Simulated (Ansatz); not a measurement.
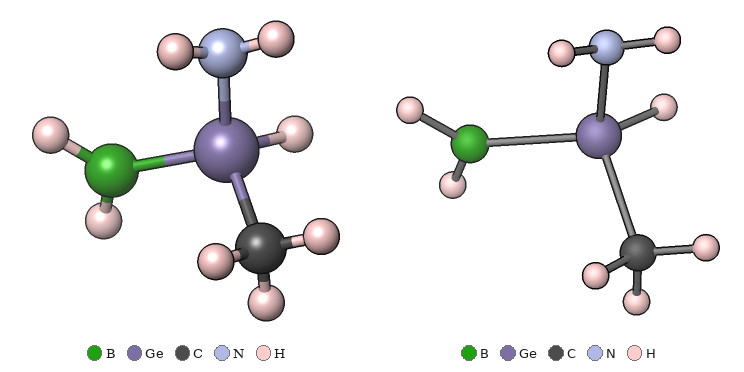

The same structure drawn twice, from different directions.

Computed geometry: PBE0-D4/def2-TZVP optimisation.

Identify the structure.

It has 12 atoms: 1 carbon, 8 hydrogen, 1 boron, 1 germanium and 1 nitrogen (CH8BGeN). Its SMILES string is `[BH2][Ge@H]([CH3])[NH2]`. Among its groups: B–H bond. This geometry has C1 symmetry. Coordination: 1 B trigonal planar; 1 Ge tetrahedral; 1 C tetrahedral; 1 N trigonal pyramidal.

The parts below concern this one geometry. Atoms keep their numbers from picture to picture.

Geometry

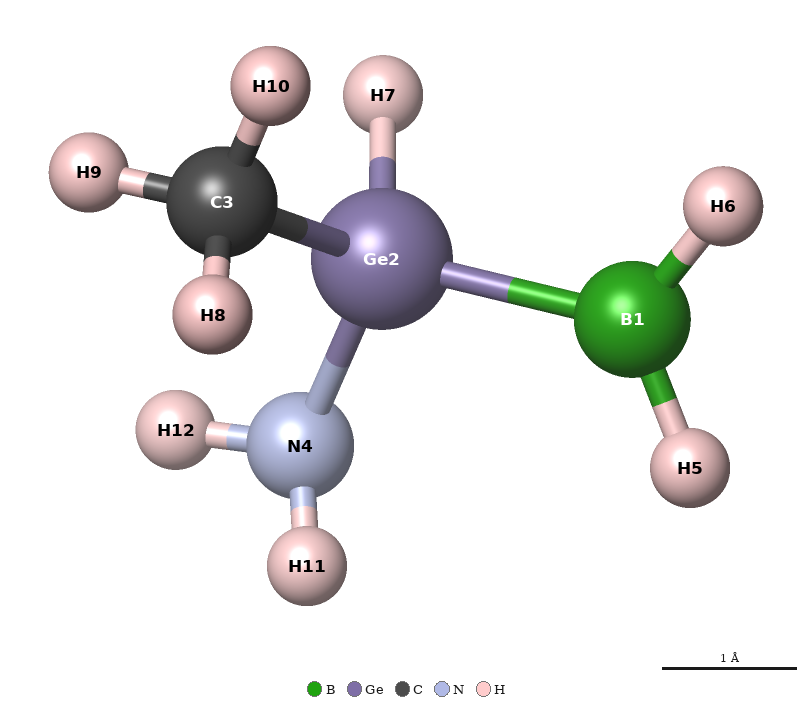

The atoms are numbered.

What are the angles Ge2–B1–H5, Ge2–B1–H6, B1–Ge2–C3, B1–Ge2–N4, B1–Ge2–H7, C3–Ge2–N4, C3–Ge2–H7, N4–Ge2–H7, Ge2–C3–H8, Ge2–C3–H9, Ge2–C3–H10, Ge2–N4–H11, Ge2–N4–H12?

```
     angle  degrees
 Ge2–B1–H5    121.8
 Ge2–B1–H6    120.5
 B1–Ge2–C3    109.8
 B1–Ge2–N4    109.2
 B1–Ge2–H7    112.3
 C3–Ge2–N4    113.2
 C3–Ge2–H7    107.2
 N4–Ge2–H7    105.1
 Ge2–C3–H8    110.8
 Ge2–C3–H9    109.5
Ge2–C3–H10    110.7
Ge2–N4–H11    114.0
Ge2–N4–H12    114.9
```

Charges

The questions are on Mulliken charges. Method: RKS PBE0-D4/def2-TZVP (Ansatz 0.2.0).

List the Mulliken charges.

| atom | value (e) |
| --- | --- |
| B1 | −0.09 |
| Ge2 | 0.31 |
| C3 | −0.51 |
| N4 | −0.64 |
| H5 | 0.04 |
| H6 | 0.04 |
| H7 | −0.01 |
| H8 | 0.13 |
| H9 | 0.14 |
| H10 | 0.14 |
| H11 | 0.23 |
| H12 | 0.23 |

Vibrations

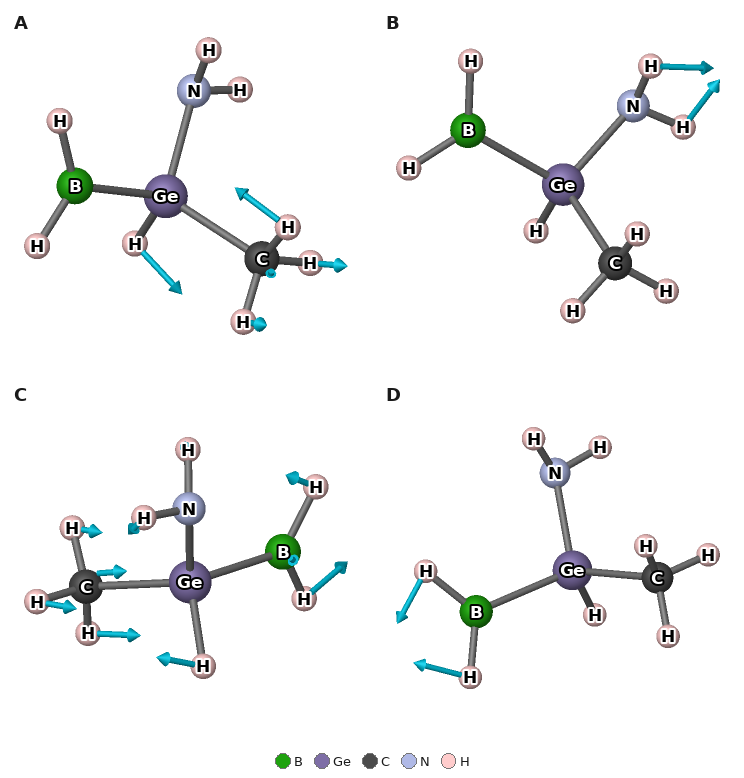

4 normal modes of one molecule or complex, as arrows. Harmonic vibrations computed with RKS PBE0-D4/def2-TZVP (Ansatz 0.2.0) at a stationary point of the same level.

Question: Match the panels to the wavenumbers 584 cm⁻¹, 852 cm⁻¹, 1170 cm⁻¹, 1580 cm⁻¹.

Answer: A: 852 cm⁻¹, angle bending
B: 1580 cm⁻¹, H–N–H bending
C: 584 cm⁻¹
D: 1170 cm⁻¹, angle bending

Thermal motion

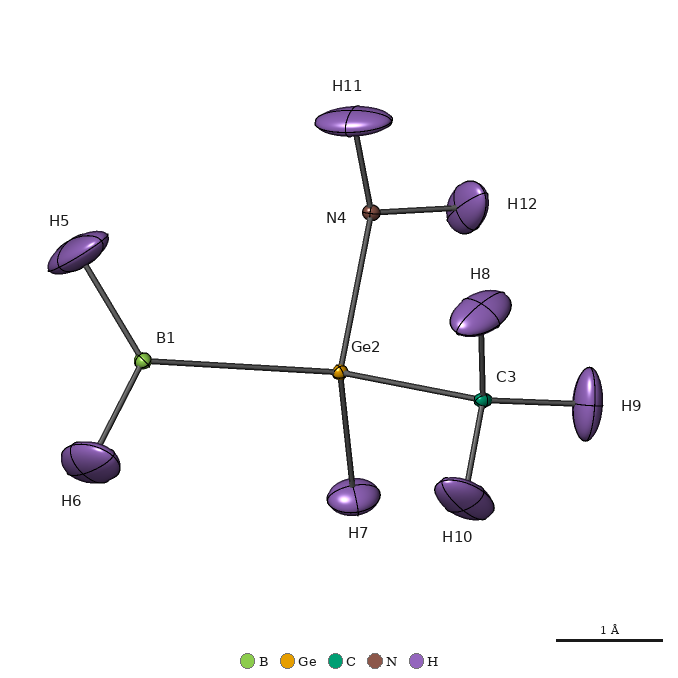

Displacement ellipsoids at the 50 % level, from the internal vibrations of the free molecule (harmonic, no overall translation or rotation; no half-axis is drawn under 0.075 Å). Vibrations computed with RKS PBE0-D4/def2-TZVP (Ansatz 0.2.0). Temperature: 0 K (zero-point motion alone).

List U_eq and the three principal root-mean-square amplitudes for each kind of atom.

```csv
atom,U_eq (Å²),rms amplitudes (Å)
B1,0.0030,"0.043, 0.053, 0.065"
Ge2,0.00031,"0.015, 0.016, 0.021"
C3,0.0024,"0.040, 0.048, 0.058"
N4,0.0021,"0.036, 0.046, 0.054"
H5,0.0431,"0.091, 0.169, 0.304"
H6,0.0358,"0.093, 0.163, 0.269"
H7,0.0190,"0.090, 0.150, 0.163"
H8,0.0272,"0.082, 0.149, 0.230"
H9,0.0270,"0.089, 0.149, 0.226"
H10,0.0271,"0.085, 0.149, 0.228"
H11,0.0298,"0.076, 0.147, 0.250"
H12,0.0293,"0.082, 0.148, 0.244"
```

Mulliken values depend strongly on the basis set and can even reverse the polarity of a bond.
